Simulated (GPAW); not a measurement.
# Na2BrCl (R-3m): G0W0 on several meshes in GPAW

Wanted: mesh dependence and cost of G0W0 for Na2BrCl (R-3m).

Method: LDA and many-body steps on it, plane waves, in GPAW 26.7.0.

## Step 1: The starting structure

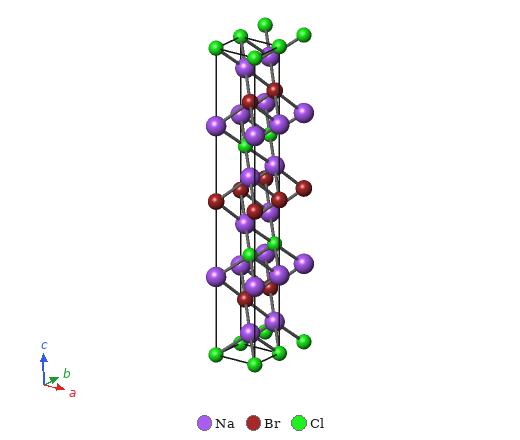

Start, viewed slightly off an axis; sodium purple, bromine red, chlorine green. 1×2×1 cells are drawn. This picture shows the conventional cell, with its axes. Bonds to atoms that aren't drawn are left out. Some periodic images of atoms are drawn too.

As a file:

```cif
data_structure
_symmetry_space_group_name_H-M 'P 1'
_symmetry_Int_Tables_number 1
_cell_length_a 7.0610
_cell_length_b 7.0610
_cell_length_c 7.0610
_cell_angle_alpha 33.518
_cell_angle_beta 33.518
_cell_angle_gamma 33.518
_cell_volume 95.61
loop_
_atom_site_label
_atom_site_type_symbol
_atom_site_fract_x
_atom_site_fract_y
_atom_site_fract_z
_atom_site_occupancy
Na1 Na 0.25419 0.25419 0.25419 1
Na2 Na 0.74581 0.74581 0.74581 1
Br3 Br 0.50000 0.50000 0.50000 1
Cl4 Cl 0.00000 0.00000 0.00000 1
```

The cell and positions are those that the Materials Project relaxed with its own functionals (PBE, PBE+U or r2SCAN), kept fixed.

## Step 2: Empty states on the mesh, 4×4×4 mesh, 227 bands

This step: GPAW 26.7.0; DFT, LDA, plane waves, PAW.

The sums over transitions need many empty states on a uniform mesh; this step solves for them.

run.py

```python
import json
import numpy as np
from gpaw.mpi import world
from gpaw import GPAW

calc = GPAW('gs.gpw').fixed_density(kpts={'size': (4, 4, 4), 'gamma': True},
    parallel={'domain': 1, 'band': 1},
    txt='nscf.txt')
calc.diagonalize_full_hamiltonian(nbands=227)
calc.write('full.gpw', mode='all')
res = {}
kpts = calc.get_ibz_k_points()
res['kpts'] = kpts
res['eigenvalues'] = [calc.get_eigenvalues(kpt=k) for k in range(len(kpts))]
res['n_electrons'] = calc.get_number_of_electrons()

if world.rank == 0:
    with open('result.json', 'w') as f:
        json.dump(res, f, default=lambda x: x.tolist())
```

Started as:

```console
$ mpirun -n 4 gpaw python run.py
```

Numbers of over 12 decimals in the logs are rounded to 6 here.

Output:

```text
Diagonalizing LCAO Hamiltonian
Converting LCAO to pw mode
convergence criteria:
- Maximum integral of absolute [eigenst]ate change: 4e-08 eV^2 / valence electron
maximum number of iterations: 100

SCF iterations
|iter     |     time |      energy | eigst |  dens |
|iter:   1|  |             | +0.69 |       |
|iter:   2|  |             | -0.41 |       |
|iter:   3|  |             | -1.72 |       |
[...]
|iter:   8|  |             | -6.32 |       |
|iter:   9|  |             | -7.10 |       |
|iter:  10|  |             | -7.72c|       |
SCF steps: 10
  __  _  _
 | _ |_)|_||  |
 |__||  | ||/\| - 26.7.0

Input parameters:
  mode=PW(ecut=450.000000),
  convergence={'density': 1e-06, 'bands': -3},
  gpts=array([35, 35, 35]),
  kpts=MonkhorstPack(size=(4, 4, 4), gamma=True),
  maxiter=100,
  nbands=22,
  occupations=Occupations(name='fermi-dirac', width=0.001, fixmagmom=False),
  parallel={'domain': 1, 'band': 1},
  xc=XC(name='LDA')
Matrix size: 2093x2093
# Writing to full.gpw (mode='all')
  [... matrices ...]

timing:  # [seconds]
  Total: 24.595  # ━━━━━━━━━━━━━━━━━━━━━━━━━━━━━━━━━━━━━━━━━━━━━━━━━━━━━━━━━━
```

Wall time 31 s (4 MPI ranks of Intel Xeon Platinum 8488C (Sapphire Rapids), shared host); peak memory 2.2 GiB; 2.1 min of CPU time.

Numbers from this step:

* gap: 3.952 eV
* k of the valence top: 0, 0, 0
* k of the conduction bottom: 0, 0, 0
* least direct gap: 3.952 eV
* k points computed: 13
* lowest point of the top converged band, above the valence top: 93.5528 eV

On this mesh the gap is 3.952 eV.

## Step 3: 4×4×4

G0W0 replaces the xc potential by the self-energy, built once from these orbitals. Only a window of levels is corrected, while the sums run over the empty bands that the input names.

This step: G0W0 on LDA, plane waves, PAW.

run.py

```python
import json
import numpy as np
from gpaw.mpi import world
from gpaw.response.g0w0 import G0W0

gw = G0W0('full.gpw',
    filename='gw',
    kpts=[0],
    bands=(12, 16),
    ecut=60,
    nbands=100,
    integrate_gamma='WS',
    ppa=True)
gw.calculate()
res = {mode: {k: v for k, v in r.items() if k != 'sigma_eskwn'}
       for mode, r in gw.all_results.items()}

if world.rank == 0:
    with open('result.json', 'w') as f:
        json.dump(res, f, default=lambda x: x.tolist())
```

Started as:

```console
$ mpirun -n 4 gpaw python run.py
```

Output:

```text
Using integrator: PointIntegrator
FrequencyGridDescriptor(from 0.000+0.000j to 0.000+27.211j eV, 2 points)
Nonperiodic BCs:  [False False False]
Using integrator: PointIntegrator
FrequencyGridDescriptor(from 0.000+0.000j to 0.000+27.211j eV, 2 points)
Nonperiodic BCs:  [False False False]
  ___  _ _ _
 |   || | | |
 | | || | | |
 |__ ||_____|
 |___|

BZ k-points: Symmetries present (total): 12

  [... matrices ...]
64 k-points: 4 x 4 x 4 Monkhorst-Pack grid + [1/8,1/8,1/8]
13 k-points in the irreducible part of the Brillouin zone
       k-points in crystal coordinates                weights
   0:     0.00000000    0.00000000    0.00000000          1/64
   1:     0.25000000    0.00000000   -0.25000000          6/64
   2:     0.25000000    0.00000000    0.00000000          6/64
   3:     0.25000000    0.25000000   -0.25000000          6/64
   4:     0.25000000    0.25000000    0.00000000          6/64
   5:     0.25000000    0.25000000    0.25000000          2/64
   6:     0.50000000    0.00000000    0.00000000          3/64
   7:     0.50000000    0.25000000   -0.25000000          6/64
   8:     0.50000000    0.25000000    0.00000000         12/64
   9:     0.50000000    0.25000000    0.25000000          6/64
          ...
  12:     0.50000000    0.50000000    0.50000000          1/64

Distributing spins, k-points and bands (1 x 1 x 4) over 4 processes
Number of blocks: 1

Quasi particle states:
k-points (IBZ indices): [0]
Band range: (12, 16)
  [... matrices ...]
Computational parameters:
Plane wave cut-off: 60 eV
Number of bands: 100
Coulomb cutoff: None
Broadening: 0.1 eV

fxc modes: GW
Kernel: RPA
Using Godby-Needs plasmon-pole approximation:
  Fitting energy: i*E0, E0 = 1.000 Hartree
Summing all q:

Calculating screened Coulomb potential
No Coulomb truncation
FrequencyGridDescriptor(from 0.000+0.000j to 0.000+27.211j eV, 2 points)
Removing empty qpoint cache files...

Calculating chi0 body with:
    Ground state adapter containing:
    Number of spins: 1
    Number of kpoints: 64
    Number of irreducible kpoints: 13
    Number of completely occupied states: 14
    Number of partially occupied states: 14
    Occupied states memory: 9.159088 M / cpu

    Linear response parametrization:
    q_c: [0.0, 0.0, 0.0]
    Number of frequency points: 2
    Planewave cutoff: 60.0
    Number of bands: 100
    Number of planewaves: 111
    Broadening (eta): 1e-06
    comm.size: 4
    kncomm.size: 4
    blockcomm.size: 1

    Memory estimate of potentially large arrays:
        chi0_wGG: 0.376007 M / cpu
Integrating chi0 body.

Symmetries of q_c:
    Direct symmetries (Uq -> q): 12
    Indirect symmetries (TUq -> q): 0
In total 12 allowed symmetries.

  [... matrices ...]
13 groups of equivalent kpoints. 79.6875% reduction.

Integral kind: response function
Integrating chi0 head and wings.

Symmetries of q_c:
    Direct symmetries (Uq -> q): 12
    Indirect symmetries (TUq -> q): 0
In total 12 allowed symmetries.

  [... matrices ...]
13 groups of equivalent kpoints. 79.6875% reduction.

Integral kind: response function wings

Calculating chi0 body with:
    Ground state adapter containing:
    Number of spins: 1
    Number of kpoints: 64
    Number of irreducible kpoints: 13
    Number of completely occupied states: 14
    Number of partially occupied states: 14
    Occupied states memory: 9.159088 M / cpu

[... the further q-points ...]

Results:
f:      Occupation numbers
eps:     KS-eigenvalues [eV]
vxc:     KS vxc [eV]
exx:     Exact exchange [eV]
sigma:   Self-energies [eV]
dsigma:  Self-energy derivatives
Z:       Renormalization factors
qp:      QP-energies [eV]

k-point 0 (0): (0.000, 0.000, 0.000)                GW
band       f     eps     vxc     exx   sigma  dsigma       Z      qp
                                                                   GW
  12   1.000  -0.158 -16.317 -19.853   2.119  -0.214   0.824  -1.325
  13   1.000  -0.158 -16.317 -19.853   2.119  -0.214   0.824  -1.325
  14   0.000   3.793  -9.979  -5.546  -2.898  -0.162   0.861   5.115
  15   0.000   5.917  -9.042  -4.545  -2.987  -0.165   0.858   7.213
```

The job ended after 97 s (4 MPI ranks; peak memory 1.9 GiB; 6.5 min of CPU time).

This step gave:

* G0W0 gap on the points computed: 6.440 eV
* least direct G0W0 gap on the computed points: 6.440 eV
* Z at the valence top: 0.8235
* Z at the conduction bottom: 0.8605
* starting gap on the mesh: 3.952 eV
* k of the valence top: 0, 0, 0
* k of the conduction bottom: 0, 0, 0

The gap on the mesh goes from 3.95 eV to 6.44 eV, a correction of +2.49 eV.

## Step 4: Empty states on the mesh, 2×2×2 mesh, 110 bands

This step: DFT, LDA, plane waves, PAW.

run.py

```python
import json
import numpy as np
from gpaw.mpi import world
from gpaw import GPAW

calc = GPAW('gs.gpw').fixed_density(kpts={'size': (2, 2, 2), 'gamma': True},
    nbands=128,
    convergence={'bands': 110},
    txt='nscf.txt')
calc.write('full.gpw', mode='all')
res = {}
kpts = calc.get_ibz_k_points()
res['kpts'] = kpts
res['eigenvalues'] = [calc.get_eigenvalues(kpt=k) for k in range(len(kpts))]
res['n_electrons'] = calc.get_number_of_electrons()

if world.rank == 0:
    with open('result.json', 'w') as f:
        json.dump(res, f, default=lambda x: x.tolist())
```

Started as:

```console
$ mpirun -n 4 gpaw python run.py
```

Output:

```text
Diagonalizing LCAO Hamiltonian
Converting LCAO to pw mode
convergence criteria:
- Maximum integral of absolute [eigenst]ate change: 4e-08 eV^2 / valence electron
maximum number of iterations: 100

SCF iterations
|iter     |     time |      energy | eigst |  dens |
|iter:   1|  |             | +3.99 |       |
|iter:   2|  |             | +2.80 |       |
|iter:   3|  |             | +1.66 |       |
[...]
|iter:  13|  |             | -6.66 |       |
|iter:  14|  |             | -7.08 |       |
|iter:  15|  |             | -7.51c|       |
SCF steps: 15
  __  _  _
 | _ |_)|_||  |
 |__||  | ||/\| - 26.7.0

Input parameters:
  mode=PW(ecut=450.000000),
  convergence={'bands': 110},
  gpts=array([35, 35, 35]),
  kpts=MonkhorstPack(size=(2, 2, 2), gamma=True),
  maxiter=100,
  nbands=128,
  occupations=Occupations(name='fermi-dirac', width=0.001, fixmagmom=False),
  parallel={},
  xc=XC(name='LDA')
# Writing to full.gpw (mode='all')
  [... matrices ...]

timing:  # [seconds]
  Total: 0.032  # ━━━━━━━━━━━━━━━━━━━━━━━━━━━━━━━━━━━━━━━━━━━━━━━━━━━━━━━━━━━
```

It took 12 s on 4 MPI ranks; peak memory 0.95 GiB; 48 s of CPU time.

Numbers from this step:

```
gap                                                           : 3.952 eV
k of the valence top                                          : 0, 0, 0
k of the conduction bottom                                    : 0, 0, 0
least direct gap                                              : 3.952 eV
k points computed                                             : 4
lowest point of the top converged band, above the valence top : 53.1605 eV
```

On this mesh the gap is 3.952 eV.

## Step 5: 2×2×2

This step: G0W0 on LDA, plane waves, PAW.

run.py

```python
import json
import numpy as np
from gpaw.mpi import world
from gpaw.response.g0w0 import G0W0

gw = G0W0('full.gpw',
    filename='gw',
    kpts=[0],
    bands=(12, 16),
    ecut=60,
    nbands=100,
    integrate_gamma='WS',
    ppa=True)
gw.calculate()
res = {mode: {k: v for k, v in r.items() if k != 'sigma_eskwn'}
       for mode, r in gw.all_results.items()}

if world.rank == 0:
    with open('result.json', 'w') as f:
        json.dump(res, f, default=lambda x: x.tolist())
```

Started as:

```console
$ mpirun -n 4 gpaw python run.py
```

Output:

```text
Using integrator: PointIntegrator
FrequencyGridDescriptor(from 0.000+0.000j to 0.000+27.211j eV, 2 points)
Nonperiodic BCs:  [False False False]
Using integrator: PointIntegrator
FrequencyGridDescriptor(from 0.000+0.000j to 0.000+27.211j eV, 2 points)
Nonperiodic BCs:  [False False False]
  ___  _ _ _
 |   || | | |
 | | || | | |
 |__ ||_____|
 |___|

BZ k-points: Symmetries present (total): 12

  [... matrices ...]
8 k-points: 2 x 2 x 2 Monkhorst-Pack grid + [1/4,1/4,1/4]
4 k-points in the irreducible part of the Brillouin zone
       k-points in crystal coordinates                weights
   0:     0.00000000    0.00000000    0.00000000          1/8
   1:     0.50000000    0.00000000    0.00000000          3/8
   2:     0.50000000    0.50000000    0.00000000          3/8
   3:     0.50000000    0.50000000    0.50000000          1/8

Distributing spins, k-points and bands (1 x 1 x 4) over 4 processes
Number of blocks: 1

Quasi particle states:
k-points (IBZ indices): [0]
Band range: (12, 16)
  [... matrices ...]
Computational parameters:
Plane wave cut-off: 60 eV
Number of bands: 100
Coulomb cutoff: None
Broadening: 0.1 eV

fxc modes: GW
Kernel: RPA
Using Godby-Needs plasmon-pole approximation:
  Fitting energy: i*E0, E0 = 1.000 Hartree
Summing all q:

Calculating screened Coulomb potential
No Coulomb truncation
FrequencyGridDescriptor(from 0.000+0.000j to 0.000+27.211j eV, 2 points)
Removing empty qpoint cache files...

Calculating chi0 body with:
    Ground state adapter containing:
    Number of spins: 1
    Number of kpoints: 8
    Number of irreducible kpoints: 4
    Number of completely occupied states: 14
    Number of partially occupied states: 14
    Occupied states memory: 9.159088 M / cpu

    Linear response parametrization:
    q_c: [0.0, 0.0, 0.0]
    Number of frequency points: 2
    Planewave cutoff: 60.0
    Number of bands: 100
    Number of planewaves: 111
    Broadening (eta): 1e-06
    comm.size: 4
    kncomm.size: 4
    blockcomm.size: 1

    Memory estimate of potentially large arrays:
        chi0_wGG: 0.376007 M / cpu
Integrating chi0 body.

Symmetries of q_c:
    Direct symmetries (Uq -> q): 12
    Indirect symmetries (TUq -> q): 0
In total 12 allowed symmetries.

  [... matrices ...]
4 groups of equivalent kpoints. 50.0% reduction.

Integral kind: response function
Integrating chi0 head and wings.

Symmetries of q_c:
    Direct symmetries (Uq -> q): 12
    Indirect symmetries (TUq -> q): 0
In total 12 allowed symmetries.

  [... matrices ...]
4 groups of equivalent kpoints. 50.0% reduction.

Integral kind: response function wings

Calculating chi0 body with:
    Ground state adapter containing:
    Number of spins: 1
    Number of kpoints: 8
    Number of irreducible kpoints: 4
    Number of completely occupied states: 14
    Number of partially occupied states: 14
    Occupied states memory: 9.159088 M / cpu

[... the further q-points ...]

Results:
f:      Occupation numbers
eps:     KS-eigenvalues [eV]
vxc:     KS vxc [eV]
exx:     Exact exchange [eV]
sigma:   Self-energies [eV]
dsigma:  Self-energy derivatives
Z:       Renormalization factors
qp:      QP-energies [eV]

k-point 0 (0): (0.000, 0.000, 0.000)                GW
band       f     eps     vxc     exx   sigma  dsigma       Z      qp
                                                                   GW
  12   1.000  -0.158 -16.317 -20.176   2.312  -0.218   0.821  -1.428
  13   1.000  -0.158 -16.317 -20.176   2.312  -0.218   0.821  -1.428
  14   0.000   3.793  -9.979  -5.315  -3.112  -0.172   0.853   5.118
  15   0.000   5.917  -9.042  -4.303  -3.175  -0.175   0.851   7.248
```

It took 10 s on 4 MPI ranks; peak memory 1.4 GiB; 40 s of CPU time.

Numbers from this step:

```
G0W0 gap on the points computed              : 6.546 eV
least direct G0W0 gap on the computed points : 6.546 eV
Z at the valence top                         : 0.8212
Z at the conduction bottom                   : 0.8532
starting gap on the mesh                     : 3.952 eV
k of the valence top                         : 0, 0, 0
k of the conduction bottom                   : 0, 0, 0
```

Against G0W0 in GPAW (4×4×4 mesh, 100 bands, screening to 60 eV, Godby-Needs plasmon pole), the gap moves by +0.106 eV.

## Step 6: Side by side

Times are wall times on 4 MPI ranks of Intel Xeon Platinum 8488C (Sapphire Rapids), shared host, good to a factor of about two.

```tsv
run	mesh	bands	screening cutoff (eV)	DFT gap (eV)	gap on the mesh (eV)	direct (eV)	time
4×4×4	4×4×4	100	60	3.952	6.440	6.440	97 s
2×2×2	2×2×2	100	60	3.952	6.546	6.546	10 s
```

## Step 7: Summary of results

```yaml
4x4x4: 6.440 eV
2x2x2: 6.546 eV
known_limits: not at the basis limit; no spin-orbit coupling; coarse k mesh
```

What this shows: 2×2×2: +0.106 eV against 4×4×4. Bands and cutoff are finite, so the gap is not at the basis limit. The miss can reach some tenths of an eV and take either sign; the mesh is an error of its own. These stock PAW sets were not made for GW; the filled d or f shell of Br lies in the frozen core, which bears on start and correction. In the G0W0 runs levels were corrected at 1 k point alone, so a gap called «on the mesh» is the least over those, and an edge elsewhere would be missed. The many-body steps are scalar-relativistic: spin-orbit coupling is not in them.

[Paths, hosts, dates, memory and timing lines, banners, echoed tables and standing remarks are left out of the program output.]

[Logs are printed without paths, hosts, clocks, repeated set-up lines and the standing remarks that a program may print on its own settings, such as how far it seeks lower states.]

[Runs of the session that timed out or met a known fault of the program may be left out.]

[Hosts, paths, dates, database ids (printed as entryN), source tags and the programs' standing remarks are cut or masked in the printed files.]
